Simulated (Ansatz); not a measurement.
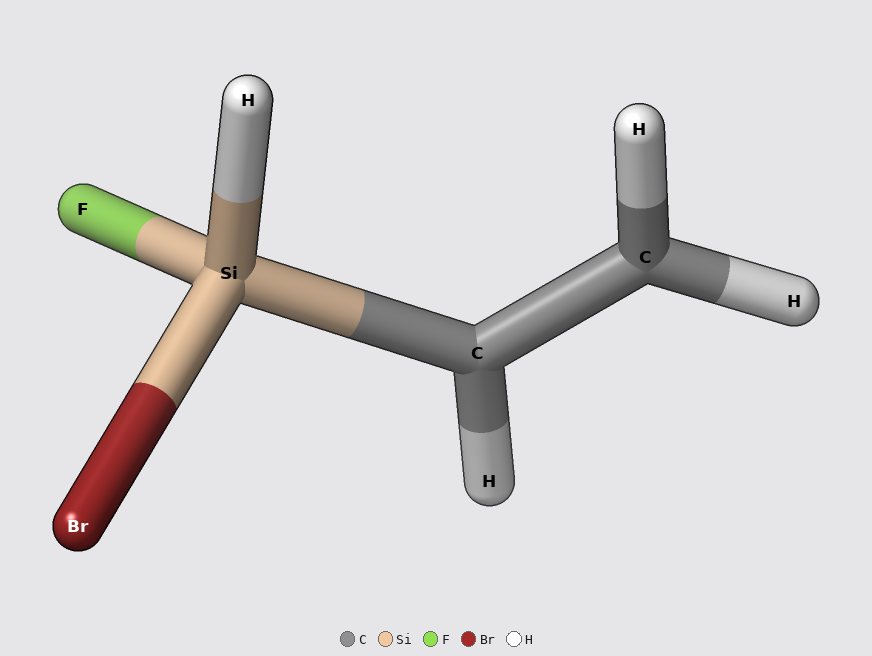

The picture shows the input geometry.

Ansatz 0.2.0 input:

```yaml
crystal:
  periodic: [false, false, false]
  atoms:
    - {symbol: C, position_ang: [-1.215799, 0.966190, -0.183837]}
    - {symbol: C, position_ang: [-0.240835, 0.211056, -0.683926]}
    - {symbol: Si, position_ang: [0.813390, -0.801763, 0.429127]}
    - {symbol: F, position_ang: [0.708676, -2.347076, 0.057245]}
    - {symbol: Br, position_ang: [2.939251, -0.239309, 0.207829]}
    - {symbol: H, position_ang: [-1.848238, 1.586551, -0.812043]}
    - {symbol: H, position_ang: [-1.424369, 0.999123, 0.882369]}
    - {symbol: H, position_ang: [-0.061572, 0.212194, -1.756579]}
    - {symbol: H, position_ang: [0.418095, -0.633165, 1.842617]}
basis:
  gaussian: {orbitals: def2-TZVPP}
total_charge: 1
magnetization: {spin_polarized: true, initial_magnetization: 1}
correlation: {method: ccsd_t}
scf: {omitted_lower_state_checks: [cluster_reference]}
```

Command:

```sh
ansatz run in.yaml --threads 2 --pin off --events-out ev --progress --plain --max-ram 32768MiB --backend cuda --devices 0, --max-vram 18GiB
```

Result:

```
Functional definition: HF
  name "HF"
  cite "Fock, Z. Phys. 61, 126 (1930) doi:10.1007/BF01340294"
  parent pbe
  exchange = exact_x
  correlation = 0
these checks for a lower state are left out or cut short: cluster_reference
1467 factors; integrals over basis functions are off by at most 9.9e-4 eV
mean field evaluation 1: about -82680.2653 eV, gradient 3.8e1 eV
mean field evaluation 2: about -82680.2733 eV, gradient 3.8e1 eV
mean field evaluation 4: about -82686.2242 eV, gradient 3.6e0 eV
mean field evaluation 8: about -82686.5781 eV, gradient 3.8e-1 eV
mean field evaluation 16: about -82686.5889 eV, gradient 1.1e-1 eV
mean field evaluation 32: about -82686.6251 eV, gradient 1.7e-1 eV
mean field evaluation 64: about -82686.6886 eV, gradient 2.7e0 eV
mean field evaluation 96: about -82687.2078 eV, gradient 2.8e-1 eV
mean field -82687.20937883 eV, -3038.6988972683 hartree, gradient 5.9e-6 eV, S^2 0.755704; 13 other end points of the search recorded, 0 dependent functions left out
17 core orbitals not correlated: weight in the atoms' cores, before any rotation towards them, 1.000 or more for the frozen orbitals, at most 0.000 for the correlated occupied ones
reference -82687.20937883 eV, -3038.6988972683 hartree; 20, 19 occupied and 202, 203 virtual orbitals, 1467 factors
second order -24.45979407 eV of doubles, -0.00000000 eV of singles
cycle   1  -24.90484078 eV  change   -4.5e-1 eV  update   1.1e-1
cycle   2  -25.45509417 eV  change   -5.5e-1 eV  update   3.5e-2
cycle   3  -25.58444364 eV  change   -1.3e-1 eV  update   3.5e-2
cycle   4  -25.59346452 eV  change   -9.0e-3 eV  update   2.3e-2
cycle   5  -25.59205319 eV  change    1.4e-3 eV  update   2.3e-2
cycle   6  -25.62069615 eV  change   -2.9e-2 eV  update   1.9e-2
cycle   7  -25.63899585 eV  change   -1.8e-2 eV  update   1.3e-2
cycle   8  -25.64942795 eV  change   -1.0e-2 eV  update   9.2e-3
cycle   9  -25.65674507 eV  change   -7.3e-3 eV  update   6.5e-3
cycle  10  -25.66075033 eV  change   -4.0e-3 eV  update   5.0e-3
cycle  11  -25.65987423 eV  change    8.8e-4 eV  update   4.0e-3
cycle  12  -25.66486421 eV  change   -5.0e-3 eV  update   3.3e-3
cycle  13  -25.66602034 eV  change   -1.2e-3 eV  update   2.7e-3
cycle  14  -25.66880244 eV  change   -2.8e-3 eV  update   2.2e-3
cycle  15  -25.67064013 eV  change   -1.8e-3 eV  update   1.7e-3
cycle  16  -25.67144099 eV  change   -8.0e-4 eV  update   1.4e-3
cycle  17  -25.67104763 eV  change    3.9e-4 eV  update   9.4e-4
cycle  18  -25.67140798 eV  change   -3.6e-4 eV  update   6.2e-4
cycle  19  -25.67144237 eV  change   -3.4e-5 eV  update   4.6e-4
cycle  20  -25.67159801 eV  change   -1.6e-4 eV  update   3.3e-4
cycle  21  -25.67180103 eV  change   -2.0e-4 eV  update   2.4e-4
cycle  22  -25.67186739 eV  change   -6.6e-5 eV  update   1.6e-4
cycle  23  -25.67179641 eV  change    7.1e-5 eV  update   1.3e-4
cycle  24  -25.67173838 eV  change    5.8e-5 eV  update   9.2e-5
cycle  25  -25.67169790 eV  change    4.0e-5 eV  update   6.6e-5
cycle  26  -25.67165536 eV  change    4.3e-5 eV  update   4.8e-5
perturbative correction -0.95738038 eV, -0.0351830802 hartree
Total energy: -82713.83841457 eV, -3039.6774962821 hartree
Checks for a lower state left out: cluster_reference
```
